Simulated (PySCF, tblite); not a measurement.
# C4H7BCl2O: geometry, infrared bands and NMR shifts

Wanted: the infrared bands and NMR shifts of C4H7BCl2O (`C[C@@H](CC=O)B(Cl)Cl`), by calculation.

Computed with tblite 0.8.0 and PySCF 2.14.0, with density-fitted response routines of our own, on a single molecule in the gas phase. Atoms are numbered from 0 throughout.

**1. Starting geometry**

15 atoms, charge 0, multiplicity 1; geometry from: force field or distance geometry start.

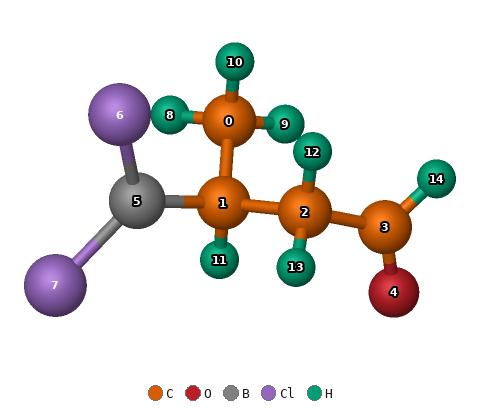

The starting geometry (carbon orange, oxygen red, boron grey, chlorine purple, hydrogen teal), atoms numbered.

**2. Geometry optimisation with GFN2-xTB**

The job: settings as JSON, then the geometry in Å.

```
{"job": {"kind": "relax", "xc": "GFN2-xTB", "basis": "xTB"}, "charge": 0, "multiplicity": 1}
C     -0.159600     1.335700     0.693700
C     -0.366300     0.222800    -0.346700
C      0.577400    -0.984300    -0.057300
C      2.014200    -0.614900    -0.249300
O      2.442100    -0.310400    -1.332700
B     -1.898500    -0.259200    -0.352400
Cl    -2.662700    -1.002600     1.149700
Cl    -2.896300    -0.070100    -1.878200
H     -0.855300     2.179500     0.485000
H      0.864200     1.732100     0.649000
H     -0.359400     0.965200     1.723500
H     -0.137400     0.624500    -1.343900
H      0.410400    -1.349200     0.987200
H      0.336000    -1.816400    -0.759700
H      2.686900    -0.644700     0.610100
```

The run is started by

```bash
$ OMP_NUM_THREADS=1 python probes_run.py task.json out
```

This one command runs all jobs of the session in turn.

The log of the run:

```text
step      E/eV     max force
  0    -722.63839    1.950
  1    -722.80268    1.545
  2    -722.90908    1.557
  3    -722.95942    0.549
  4    -722.97131    0.324
  5    -722.97952    0.177
  6    -722.98255    0.152
  7    -722.98495    0.117
  8    -722.98579    0.096
  9    -722.98674    0.081
 10    -722.98750    0.089
 11    -722.98818    0.060
 12    -722.98871    0.053
 13    -722.98920    0.054
 14    -722.98961    0.051
 15    -722.98999    0.057
 16    -722.99037    0.054
 17    -722.99082    0.054
 18    -722.99126    0.056
 19    -722.99158    0.038
 20    -722.99180    0.035
 21    -722.99200    0.039
 22    -722.99223    0.050
 23    -722.99247    0.050
 24    -722.99269    0.037
 25    -722.99288    0.044
 26    -722.99309    0.044
 27    -722.99333    0.057
 28    -722.99364    0.063
 29    -722.99401    0.065
 30    -722.99449    0.073
 31    -722.99513    0.073
 32    -722.99599    0.092
 33    -722.99712    0.109
 34    -722.99847    0.103
 35    -722.99979    0.100
 36    -723.00092    0.088
 37    -723.00181    0.116
 38    -722.99899    0.541
 39    -723.00316    0.125
 40    -723.00379    0.107
 41    -723.00646    0.273
 42    -723.00789    0.189
 43    -723.01037    0.405
 44    -723.01451    0.160
 45    -723.01741    0.270
 46    -723.02002    0.336
 47    -723.02270    0.197
 48    -723.02584    0.697
 49    -723.03000    0.210
 50    -723.03172    0.151
 51    -723.03427    0.293
 52    -723.03571    0.181
 53    -723.03894    0.127
 54    -723.04011    0.111
 55    -723.04141    0.082
 56    -723.04314    0.122
 57    -723.04583    0.114
 58    -723.04781    0.271
 59    -723.04923    0.130
 60    -723.05001    0.072
 61    -723.05125    0.072
 62    -723.05212    0.080
 63    -723.05275    0.084
 64    -723.05309    0.047
 65    -723.05332    0.035
 66    -723.05348    0.052
 67    -723.05364    0.055
 68    -723.05386    0.060
 69    -723.05414    0.043
 70    -723.05443    0.044
 71    -723.05470    0.042
 72    -723.05497    0.044
 73    -723.05530    0.056
 74    -723.05567    0.050
 75    -723.05595    0.048
 76    -723.05611    0.039
 77    -723.05621    0.028
 78    -723.05629    0.025
 79    -723.05637    0.022
 80    -723.05643    0.018
 81    -723.05647    0.013
 82    -723.05650    0.016
 83    -723.05653    0.021
 84    -723.05658    0.030
 85    -723.05662    0.038
 86    -723.05667    0.036
 87    -723.05672    0.032
 88    -723.05681    0.033
 89    -723.05695    0.046
 90    -723.05715    0.045
 91    -723.05737    0.050
 92    -723.05757    0.035
 93    -723.05772    0.029
 94    -723.05784    0.026
 95    -723.05793    0.016
 96    -723.05798    0.014
 97    -723.05802    0.016
 98    -723.05808    0.024
 99    -723.05817    0.026
100    -723.05826    0.027
101    -723.05834    0.025
102    -723.05841    0.021
103    -723.05849    0.024
104    -723.05862    0.032
105    -723.05887    0.044
106    -723.05930    0.056
107    -723.05992    0.074
108    -723.06079    0.086
109    -723.06185    0.083
110    -723.06063    0.249
111    -723.06308    0.065
112    -723.06354    0.042
113    -723.06425    0.104
114    -723.06460    0.054
115    -723.06514    0.059
116    -723.06615    0.077
117    -723.06669    0.139
118    -723.06738    0.081
119    -723.06792    0.068
120    -723.06841    0.101
121    -723.06885    0.059
122    -723.06917    0.057
123    -723.06997    0.118
124    -723.07082    0.074
125    -723.07226    0.114
126    -723.07321    0.105
127    -723.07479    0.116
128    -723.07320    0.339
129    -723.07731    0.118
130    -723.07773    0.294
131    -723.07918    0.094
132    -723.08038    0.125
133    -723.08189    0.184
134    -723.08327    0.120
135    -723.08322    0.104
136    -723.08417    0.045
137    -723.08432    0.042
138    -723.08468    0.078
139    -723.08478    0.043
140    -723.08489    0.037
141    -723.08504    0.042
142    -723.08522    0.048
143    -723.08551    0.057
144    -723.08586    0.066
145    -723.08630    0.075
146    -723.08692    0.067
147    -723.08736    0.141
148    -723.08730    0.136
149    -723.08869    0.068
150    -723.08904    0.042
151    -723.08939    0.046
152    -723.08968    0.046
153    -723.08990    0.039
154    -723.09014    0.047
155    -723.09038    0.038
156    -723.09055    0.042
157    -723.09070    0.044
158    -723.09083    0.038
159    -723.09097    0.024
160    -723.09105    0.022
161    -723.09113    0.023
162    -723.09118    0.025
163    -723.09121    0.015
164    -723.09124    0.022
165    -723.09127    0.024
166    -723.09130    0.013
167    -723.09131    0.017
168    -723.09132    0.012
169    -723.09133    0.008
```

Run time: 2.2 s. Hardware: 1 thread of Arm Neoverse N1, shared host; peak memory 0.18 GiB.

Step by step: (not every step is listed)

| step | energy from step 0 (eV) | largest force (eV/Å) |
| --- | --- | --- |
| 0 | 0.0000 | 1.9505 |
| 1 | -0.1643 | 1.5446 |
| 2 | -0.2707 | 1.5566 |
| 3 | -0.3210 | 0.5488 |
| 4 | -0.3329 | 0.3244 |
| 5 | -0.3411 | 0.1769 |
| 6 | -0.3442 | 0.1523 |
| 7 | -0.3466 | 0.1166 |
| 8 | -0.3474 | 0.0958 |
| 23 | -0.3541 | 0.0504 |
| 38 | -0.3606 | 0.5413 |
| 53 | -0.4006 | 0.1267 |
| 68 | -0.4155 | 0.0602 |
| 83 | -0.4181 | 0.0211 |
| 98 | -0.4197 | 0.0236 |
| 113 | -0.4259 | 0.1040 |
| 128 | -0.4348 | 0.3389 |
| 143 | -0.4471 | 0.0575 |
| 158 | -0.4524 | 0.0382 |
| 164 | -0.4529 | 0.0221 |
| 165 | -0.4529 | 0.0244 |
| 166 | -0.4529 | 0.0130 |
| 167 | -0.4529 | 0.0169 |
| 168 | -0.4529 | 0.0116 |
| 169 | -0.4529 | 0.0079 |

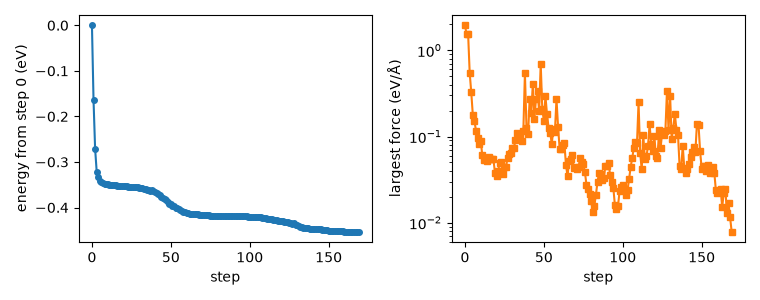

Energy and largest force along the relaxation.

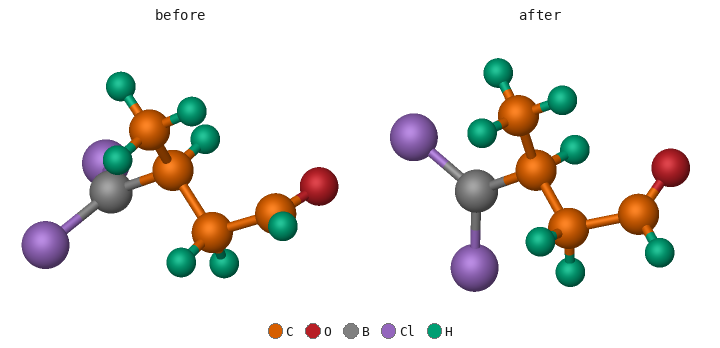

The geometry before (left) and after (right).

Close pairs (by a distance rule), those that changed most:

| bond | before (Å) | after (Å) | change (Å) |
| --- | --- | --- | --- |
| B5–Cl6 | 1.842 | 1.723 | -0.119 |
| B5–Cl7 | 1.833 | 1.714 | -0.119 |
| C0–H8 | 1.113 | 1.086 | -0.027 |
| C2–H12 | 1.119 | 1.092 | -0.027 |
| C0–H10 | 1.113 | 1.088 | -0.025 |
| C1–C2 | 1.559 | 1.538 | -0.022 |
| C2–H13 | 1.115 | 1.094 | -0.021 |
| C3–H14 | 1.092 | 1.108 | +0.016 |

The end geometry stands in the next job.

**3. Infrared spectrum with GFN2-xTB**

The job: settings as JSON, then the geometry in Å.

```
{"job": {"kind": "ir", "xc": "GFN2-xTB", "basis": "xTB"}, "charge": 0, "multiplicity": 1}
C     -0.196665     1.474134     0.430627
C     -0.388985     0.140862    -0.307119
C      0.577974    -0.911160     0.260732
C      1.994554    -0.705024    -0.191499
O      2.354829     0.057630    -1.041604
B     -1.907574    -0.344507    -0.381545
Cl    -2.294979    -2.010640    -0.589686
Cl    -3.204533     0.774285    -0.311755
H     -0.829736     2.244824     0.000459
H      0.838123     1.795757     0.351436
H     -0.451944     1.369937     1.482993
H     -0.060514     0.312552    -1.343954
H      0.552637    -0.913124     1.352341
H      0.294489    -1.916412    -0.065801
H      2.717910    -1.361126     0.332463
```

The log of the run:

```text
mode    cm-1     km/mol
  1      17.6      1.22
  2      46.4      6.15
  3     126.1      7.18
  4     142.0      4.02
  5     175.4      1.37
  6     195.4      0.73
  7     233.6      4.29
  8     284.4      6.71
  9     321.4      1.56
 10     346.1      0.56
 11     450.5     12.34
 12     553.4     13.28
 13     696.8     19.23
 14     720.5      6.16
 15     768.5    100.62
 16     886.5     12.94
 17     936.7     13.28
 18     962.8    144.23
 19     994.7      7.14
 20    1021.2      7.24
 21    1091.1      6.47
 22    1134.5      3.88
 23    1191.8     28.95
 24    1199.1     43.43
 25    1262.8      9.39
 26    1313.8     19.12
 27    1374.8     24.82
 28    1412.4     16.82
 29    1422.8      9.42
 30    1496.7      4.21
 31    1501.5     12.62
 32    1793.5    265.21
 33    2756.8    155.93
 34    2875.2     20.76
 35    2950.6      9.15
 36    2981.8      8.73
 37    3033.7     20.81
 38    3051.2     22.72
 39    3057.6     17.04
```

It took 0.93 s on 1 thread of Arm Neoverse N1, shared host; peak memory 0.18 GiB.

The strongest bands and the atoms that carry them (share of the mass-weighted mode):

| cm⁻¹ | km/mol | atoms |
| --- | --- | --- |
| 768 | 100.6 | B5 84 % |
| 963 | 144.2 | B5 28 %, C2 14 %, C3 11 % |
| 1192 | 28.9 | C1 33 %, H12 24 %, H11 13 % |
| 1199 | 43.4 | H11 34 %, H13 25 % |
| 1375 | 24.8 | H14 83 % |
| 1794 | 265.2 | C3 60 %, O4 39 % |
| 2757 | 155.9 | H14 94 % |
| 3051 | 22.7 | H9 75 %, H8 17 % |

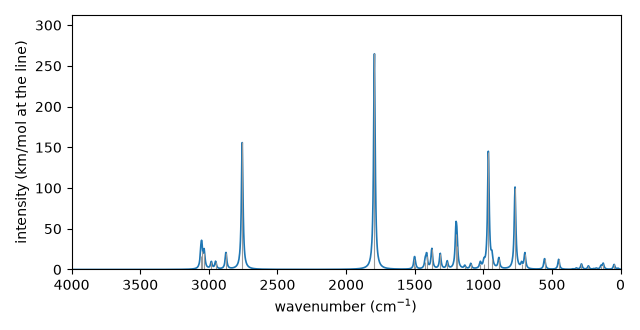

The infrared spectrum from these modes, unscaled. Lines are broadened to a width of 14 cm⁻¹ (Lorentzian).

**4. Shielding tensors: PBE0/pcSseg-1**

The job, as its differences from that of step 3:

```diff
@@ -1,2 +1,2 @@
-{"job": {"kind": "ir", "xc": "GFN2-xTB", "basis": "xTB"}, "charge": 0, "multiplicity": 1}
+{"job": {"kind": "nmr", "xc": "PBE0", "basis": "pcSseg-1"}, "charge": 0, "multiplicity": 1}
 C     -0.196665     1.474134     0.430627
```

Level: GIAO PBE0/pcSseg-1 NMR shielding, non-relativistic, gas phase.

The log of the run:

```text
coarse grid: 14104 points
cycle   1  E = -1176.3323918053  dE =  1.082e+00  |g| = 7.868e-01  |ddm| = 3.442e+00
cycle   2  E = -1175.9516420125  dE =  3.807e-01  |g| = 1.598e+00  |ddm| = 2.323e+00
cycle   3  E = -1176.4578348862  dE = -5.062e-01  |g| = 1.596e-01  |ddm| = 1.826e+00
cycle   4  E = -1176.4629982213  dE = -5.163e-03  |g| = 6.488e-02  |ddm| = 1.816e-01
cycle   5  E = -1176.4639249576  dE = -9.267e-04  |g| = 1.162e-02  |ddm| = 5.917e-02
cycle   6  E = -1176.4639558854  dE = -3.093e-05  |g| = 3.212e-03  |ddm| = 1.464e-02
cycle   7  E = -1176.4639578322  dE = -1.947e-06  |g| = 1.051e-03  |ddm| = 3.395e-03
final grid: 128344 points
cycle   8  E = -1176.5188341398  dE = -3.393e-05  |g| = 1.195e-02  |ddm| = 2.705e-02
cycle   9  E = -1176.5187726893  dE =  6.145e-05  |g| = 2.137e-02  |ddm| = 2.597e-02
cycle  10  E = -1176.5188619971  dE = -8.931e-05  |g| = 2.580e-03  |ddm| = 1.781e-02
cycle  11  E = -1176.5188632784  dE = -1.281e-06  |g| = 4.994e-04  |ddm| = 2.371e-03
cycle  12  E = -1176.5188633324  dE = -5.402e-08  |g| = 1.050e-04  |ddm| = 5.337e-04
cycle  13  E = -1176.5188633347  dE = -2.281e-09  |g| = 3.350e-05  |ddm| = 1.161e-04
cycle  14  E = -1176.5188633350  dE = -2.781e-10  |g| = 7.889e-06  |ddm| = 3.639e-05
converged SCF energy = -1176.5188633350

GIAO shielding tensors (ppm)
atom      isotropic    diamagn.    paramagn.     s11        s22        s33       span
  0 C      168.132     247.253     -79.121    151.997    167.758    184.641     32.644
  1 C      157.765     252.106     -94.340    141.107    156.288    175.902     34.795
  2 C      133.108     254.899    -121.791    100.264    132.351    166.709     66.445
  3 C      -18.643     246.165    -264.807   -115.702    -37.443     97.216    212.919
  4 O     -339.802     401.985    -741.787   -959.832   -448.930    389.355   1349.187
  5 B       34.416     189.961    -155.545    -14.571     36.693     81.124     95.695
  6 Cl     682.343    1147.762    -465.419    381.291    726.901    938.838    557.547
  7 Cl     674.708    1147.289    -472.581    369.152    704.535    950.438    581.285
  8 H       29.984      30.418      -0.434     24.711     29.465     35.777     11.066
  9 H       30.477      30.856      -0.379     25.166     29.893     36.370     11.203
 10 H       31.246      30.818       0.428     28.188     28.436     37.115      8.927
 11 H       29.410      32.239      -2.829     26.625     27.248     34.358      7.733
 12 H       29.465      32.579      -3.114     25.867     28.570     33.957      8.090
 13 H       28.412      31.796      -3.384     23.392     30.247     31.597      8.205
 14 H       21.513      26.495      -4.982     19.028     19.597     25.913      6.886
```

Run time: 65 s. Hardware: 1 thread of Arm Neoverse N1, shared host; peak memory 0.89 GiB.

The references, computed at this level on geometries of the same kind, shield at (ppm): ¹H TMS 31.72, ¹³C TMS 186.9, ¹⁷O H2O 336.1, ¹¹B BF3·OEt2 100.1, ³⁵Cl HCl 950. Their shielding less the atom's gives the shift. The references are single molecules in the gas phase, so shifts against H2O, NH3, PH3, H3PO4 or CFCl3 are not on the usual liquid scales and can be off by tens of ppm. Atoms listed in one row are averaged.

| atoms | environment | σ (ppm) | δ (ppm) | δ scaled to CDCl3 |
| --- | --- | --- | --- | --- |
| C3 | aldehyde carbonyl carbon | -18.6 | 205.6 | 198.7 |
| C2 | sp3 CH2 α to a carbonyl | 133.1 | 53.8 | 50.6 |
| C1 | sp3 CH bonded to B | 157.8 | 29.2 | 26.5 |
| C0 | methyl carbon | 168.1 | 18.8 | 16.4 |
| H14 | hydrogen on an aldehyde carbonyl carbon | 21.51 | 10.20 | 9.73 |
| H13 | hydrogen on an sp3 CH2 α to a carbonyl | 28.41 | 3.30 | 3.22 |
| H11 | hydrogen on an sp3 CH bonded to B | 29.41 | 2.31 | 2.28 |
| H12 | hydrogen on an sp3 CH2 α to a carbonyl | 29.46 | 2.25 | 2.23 |
| H8, H9, H10 | hydrogen on a methyl carbon | 30.57 | 1.15 | 1.19 |
| O4 | aldehyde oxygen | -339.8 | 675.9 | – |
| B5 | boron bonded to C, 2 Cl | 34.4 | 65.7 | – |
| Cl6, Cl7 | chlorine bonded to B | 679 | 271 | – |

The scaled column applies a straight-line fit of computed shieldings to shifts measured in CDCl3, with any fitted terms for Cl, Br or S neighbours (root-mean-square error 0.16 ppm for H, 1.9 ppm for C).

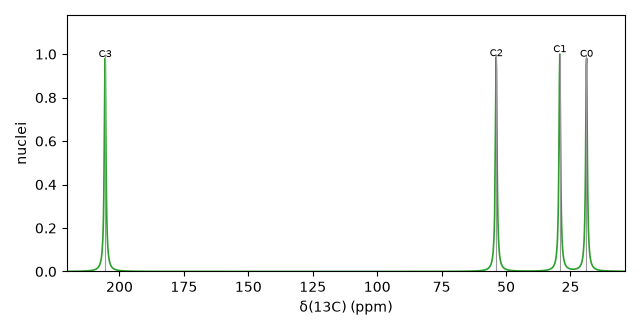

¹³C lines at the computed shifts, without couplings. Lines are broadened to a width of 0.75 ppm (Lorentzian).

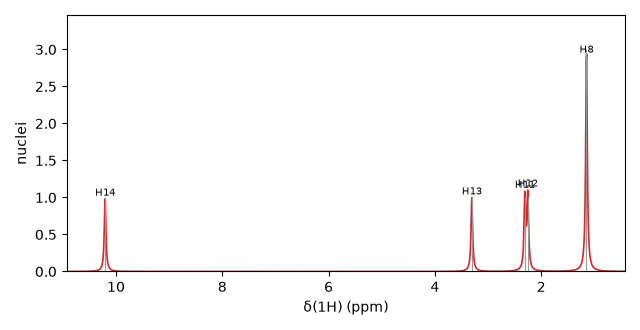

¹H lines at the computed shifts, without couplings. Lines are broadened to a width of 0.04 ppm (Lorentzian).

Charges from the same density, by scheme (e):

| atoms | Mulliken | IAO | Hirshfeld | ESP fit |
| --- | --- | --- | --- | --- |
| C0 | -0.22 | -0.41 | -0.13 | -0.60 |
| C1 | -0.52 | -0.25 | -0.10 | 0.56 |
| C2 | -0.27 | -0.31 | -0.08 | -0.26 |
| C3 | 0.25 | 0.27 | 0.14 | 0.42 |
| O4 | -0.35 | -0.39 | -0.21 | -0.45 |
| B5 | 0.53 | 0.14 | 0.17 | 0.00 |
| Cl6, Cl7 | -0.18 | -0.03 | -0.04 | -0.09 |

Mulliken charges:

C0 -0.22; C1 -0.52; C2 -0.27; C3 0.25; O4 -0.35; B5 0.53; Cl6 -0.18; Cl7 -0.17; H8 0.13; H9 0.13; H10 0.11; H11 0.17; H12 0.14; H13 0.16; H14 0.08

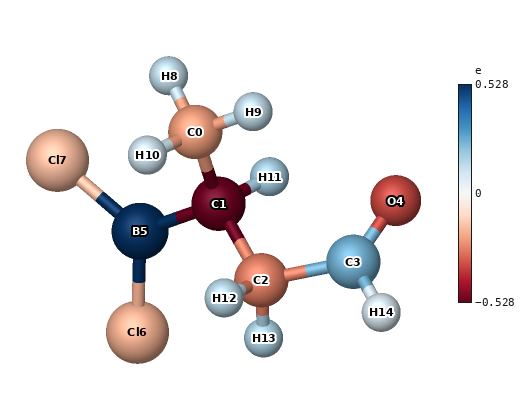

Mulliken charges, as colours on the atoms.

Mayer bond orders: C0–C1 1.04, C1–C2 1.01, C2–C3 1.00, C3–O4 2.02, C1–B5 0.97, B5–Cl6 1.16, B5–Cl7 1.19.

The fields below are evaluated on a grid from the run's orbitals.

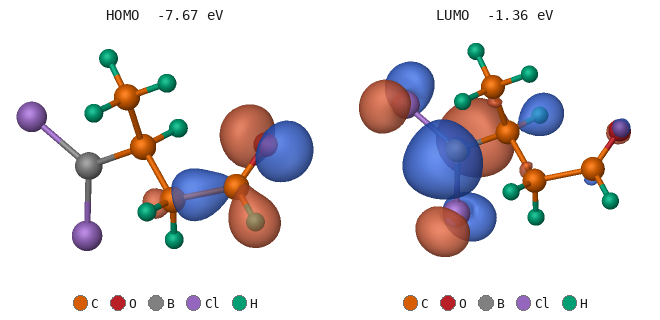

PBE0/pcSseg-1 orbitals near the gap, drawn at the value that encloses 70 % of each; the two colours are the two signs.

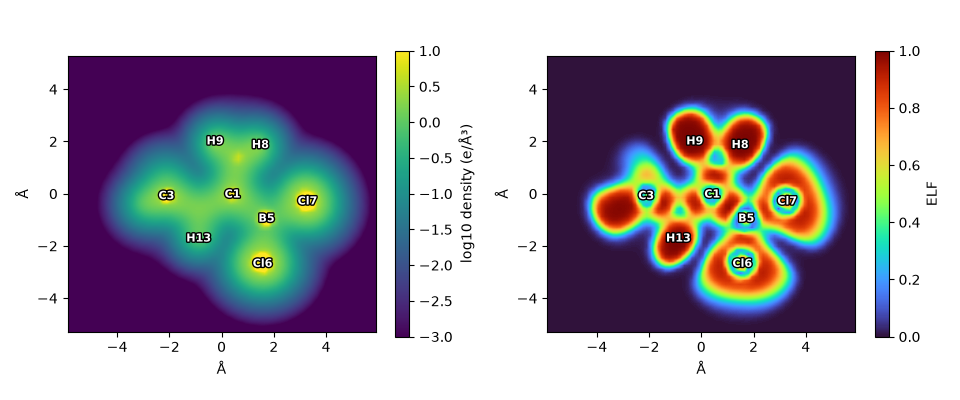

Density (left) and ELF (right) in a plane through or near 8 of the atoms.

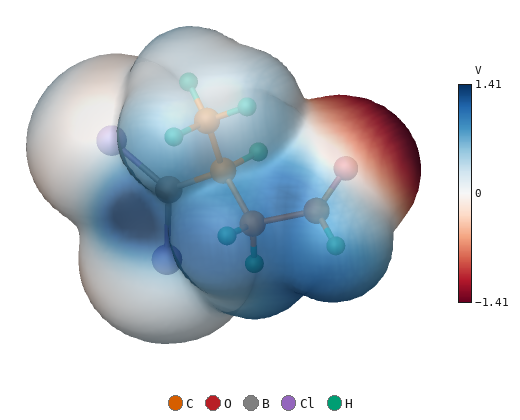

Electrostatic potential on the surface of density 0.002 e/bohr³; red is low, blue high. It runs from -1.41 V near O4 to 1.27 V near B5.

**5. Results**

```
                                                                quantity                              value
                               strongest single infrared mode (GFN2-xTB)              1794 cm⁻¹, 265 km/mol
                                            zero-point energy (GFN2-xTB)                      66.9 kcal/mol
                                  ¹³C shifts against TMS (PBE0/pcSseg-1)        205.6, 53.8, 29.2, 18.8 ppm
  ¹H shifts against TMS (PBE0/pcSseg-1, means over atoms taken as alike)  10.20, 3.30, 2.31, 2.25, 1.15 ppm
                                  ¹⁷O shifts against H2O (PBE0/pcSseg-1)                          675.9 ppm
                             ¹¹B shifts against BF3·OEt2 (PBE0/pcSseg-1)                           65.7 ppm
³⁵Cl shifts against HCl (PBE0/pcSseg-1, means over atoms taken as alike)                            271 ppm
                                   surface potential, least and greatest                 -1.41 V and 1.27 V
```

In words: Relaxing lowered the energy by 0.453 eV in 169 steps; the close pair that moved most is B5–Cl6, from 1.842 to 1.723 Å. All 39 modes are real, so the xTB geometry is a minimum. The strongest single mode, at 1794 cm⁻¹, moves mainly C3 and O4. GFN2-xTB is a fitted tight-binding method: band positions and strengths are rough. Its intensities can rank the bands wrongly. The most deshielded carbon is C3 (aldehyde carbonyl carbon), at 205.6 ppm: low-lying n→π* states of the double bond to the heteroatom give a large paramagnetic term (-265 ppm). The most deshielded hydrogen is H14 (hydrogen on an aldehyde carbonyl carbon), at 10.20 ppm: the C=O anisotropy and electron withdrawal place aldehyde protons far downfield. At PBE0/pcSseg-1: The widest tensor belongs to O4: span 1349 ppm, with a paramagnetic part of -742 ppm. At PBE0/pcSseg-1, counted by nearest atom on the grid, the HOMO lies on O4 59 %; H14 15 %, the LUMO on B5 56 %; Cl6, Cl7 about 13 % each.
